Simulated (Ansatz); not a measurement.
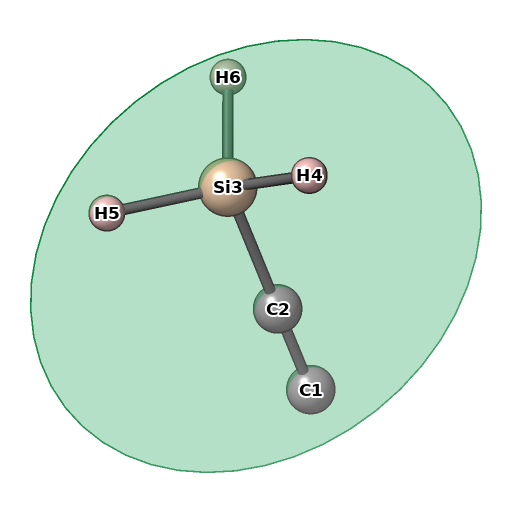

A disc through the centre of mass is drawn in. Distant atoms are faded towards the background colour. The species is neutral and a spin doublet. The computed structure is the end point of a PBE0-D4/def2-TZVP optimisation. No frequency run is at hand to confirm it as a minimum.

Is the plane of the disc a mirror plane of the structure?

Yes. The reflection leaves C1, C2, Si3, H5 in place and moves H4 ↔ H6. The point group is C3v.
